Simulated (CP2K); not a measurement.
# GFN1-xTB run of CH3ClF2Si (SMILES FC[SiH](F)Cl)

Aim: the energy difference between two shapes of CH3ClF2Si at GFN1-xTB, from 2 runs. 

Program for the calculation: CP2K 2026.2.

7 further runs of the same task are left out: 1 that didn't finish, 6 set aside as unsound or not needed.

## Step 1: The structure to begin with

The species is CH3ClF2Si (8 atoms), meant as a singlet with charge 0. SMILES: `FC[SiH](F)Cl`. Geometry: relaxed at GFN2-xTB. This is one conformer, not always the lowest.

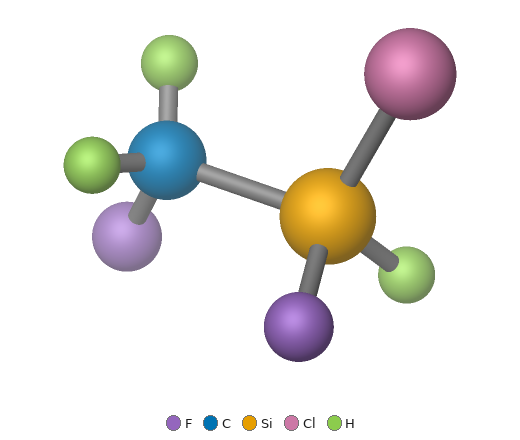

Viewed from a chosen angle; fluorine purple, carbon blue, silicon amber, chlorine pink, hydrogen green.

## Step 2: A single-point energy at GFN1-xTB

File molecule.inp:

```
&force_eval
 method QUICKSTEP
 &dft
  &qs
   method XTB
   eps_default 1.0E-10
   &xtb
    gfn_type 1
    check_atomic_charges F
   &end xtb
  &end qs
  &poisson
   periodic NONE
   poisson_solver ANALYTIC
  &end poisson
  &scf
   scf_guess ATOMIC
   eps_scf 1.0E-07
   max_scf 30
   &ot
    minimizer DIIS
    preconditioner FULL_ALL
   &end ot
   &outer_scf
    eps_scf 1.0E-07
    max_scf 5
   &end outer_scf
  &end scf
  &print
   &moments
    periodic F
    reference COM
    max_moment 1
   &end moments
   &mo_cubes
    nlumo 1
    nhomo -1
    write_cube F
   &end mo_cubes
   &hirshfeld OFF
   &end hirshfeld
  &end print
 &end dft
 &subsys
  &cell
   abc 18.9 18.8 20.1
   periodic NONE
  &end cell
  &coord
   F      0.213470    -0.327370     1.946150
   C      0.346940     0.461270     0.821080
   Si    -0.372440    -0.429000    -0.716050
   F      0.794740    -1.379120    -1.284740
   Cl    -0.768540     0.923800    -2.130580
   H      1.417590     0.666460     0.716780
   H     -0.163820     1.401710     1.048260
   H     -1.467950    -1.317750    -0.400900
  &end coord
  &topology
   &center_coordinates
   &end center_coordinates
  &end topology
 &end subsys
&end force_eval
&global
 project_name molecule
 run_type ENERGY
 print_level MEDIUM
&end global
```

On the command line:

```sh
OMP_NUM_THREADS=1 cp2k.psmp -i molecule.inp > molecule.out 2>&1
```

The log of the run:

```text
CP2K| version string:                                       CP2K version 2026.2
[...]
 GLOBAL| Method name                                                        CP2K
[...]
 GLOBAL| Run type                                                         ENERGY
[...]
                             - Atoms:                                          8
[...]
                             - Spherical basis functions:                     36
[...]
 Number of electrons:                                                         32
[...]
     1 OT DIIS     0.15E+00    0.0     0.05980818       -20.1911201628 -2.02E+01
[...]
    11 OT DIIS     0.15E+00    0.0     0.00000008       -20.2703642079 -4.79E-12
  *** SCF run converged in    11 steps ***
[...]
 TB_DIPOLE| Moment [Debye]         -1.09200269       1.59869210      -1.26065428
 TB_DIPOLE| Derivative [a.u.]       0.00000000       0.00000000       0.00000000
[...]
 ENERGY| Total FORCE_EVAL ( QS ) energy [hartree]            -20.270364207911797
[...]
```

Run time: 1.1 s. Hardware: 1 thread of Intel Xeon Platinum 8488C (Sapphire Rapids), shared host; peak memory 0.2 GiB.

## Step 3: The distorted shape at the same level

File run.inp:

```
&FORCE_EVAL
  METHOD QUICKSTEP
  &DFT
    CHARGE 0
    MULTIPLICITY 1
    &QS
      METHOD XTB
      EPS_DEFAULT 1.0E-10
      &XTB
        GFN_TYPE 1
        CHECK_ATOMIC_CHARGES F
      &END XTB
    &END QS
    &POISSON
      PERIODIC NONE
      POISSON_SOLVER ANALYTIC
    &END POISSON
    &SCF
      SCF_GUESS ATOMIC
      EPS_SCF 1.0E-07
      MAX_SCF 30
      &OT ON
        MINIMIZER DIIS
        PRECONDITIONER FULL_ALL
      &END OT
      &OUTER_SCF
        EPS_SCF 1.0E-07
        MAX_SCF 5
      &END OUTER_SCF
    &END SCF
    &PRINT
      &MOMENTS
        PERIODIC F
        REFERENCE COM
        MAX_MOMENT 1
      &END MOMENTS
      &MO_CUBES
        NLUMO 1
        NHOMO -1
        WRITE_CUBE F
      &END MO_CUBES
      &HIRSHFELD OFF
      &END HIRSHFELD
    &END PRINT
  &END DFT
  &SUBSYS
    &CELL
      ABC [angstrom] 18.9 18.8 20.2
      PERIODIC NONE
    &END CELL
    &COORD
      F      0.265888    -0.237302     1.932076
      C      0.434288     0.461305     0.933454
      Si    -0.417338    -0.515863    -0.645461
      F      0.952047    -1.303215    -1.222889
      Cl    -0.698848     0.914082    -2.256950
      H      1.391519     0.591329     0.667217
      H     -0.124550     1.516826     0.946299
      H     -1.539194    -1.187642    -0.259927
    &END COORD
    &TOPOLOGY
      &CENTER_COORDINATES
      &END CENTER_COORDINATES
    &END TOPOLOGY
  &END SUBSYS
&END FORCE_EVAL
&GLOBAL
  PROJECT_NAME run
  RUN_TYPE ENERGY
  PRINT_LEVEL MEDIUM
&END GLOBAL
```

On the command line:

```sh
OMP_NUM_THREADS=1 cp2k.psmp -i run.inp > run.out 2>&1
```

The log of the run:

```text
CP2K| version string:                                       CP2K version 2026.2
[...]
 GLOBAL| Method name                                                        CP2K
[...]
 GLOBAL| Run type                                                         ENERGY
[...]
                             - Atoms:                                          8
[...]
                             - Spherical basis functions:                     36
[...]
 Number of electrons:                                                         32
[...]
     1 OT DIIS     0.15E+00    0.0     0.07135717       -20.1279594806 -2.01E+01
[...]
    14 OT DIIS     0.15E+00    0.0     0.00000004       -20.2125535453 -1.37E-12
  *** SCF run converged in    14 steps ***
[...]
 TB_DIPOLE| Moment [Debye]         -1.39829127       0.42984685       0.06160189
 TB_DIPOLE| Derivative [a.u.]       0.00000000       0.00000000       0.00000000
[...]
 ENERGY| Total FORCE_EVAL ( QS ) energy [hartree]            -20.212553545301621
[...]
```

It took 1.2 s on 1 thread of Intel Xeon Platinum 8488C (Sapphire Rapids), shared host; peak memory 0.2 GiB.

## Step 4: Summary of results

At GFN1-xTB:

```
                                                  quantity         value
                                 first shape: total energy  -20.27036 Eh
    first shape: dipole moment (from atomic charges alone)        2.31 D
                                  first shape: HOMO energy     -11.88 eV
                            first shape: dispersion energy  -6.60 kJ/mol
                             distorted shape: total energy  -20.21255 Eh
distorted shape: dipole moment (from atomic charges alone)        1.46 D
                              distorted shape: HOMO energy     -11.26 eV
                        distorted shape: dispersion energy  -6.58 kJ/mol
                    energy change with the atoms displaced      1.573 eV
```

**Reading.** With the atoms displaced the energy rises by 1.57 eV (152 kJ/mol). The first shape isn't relaxed at this level, so the change isn't measured from a minimum. The dipole (first shape) comes from point charges on the atoms alone, without atomic dipoles, so it is partial. The dipole (distorted shape) comes from point charges on the atoms alone, without atomic dipoles, so it is partial.
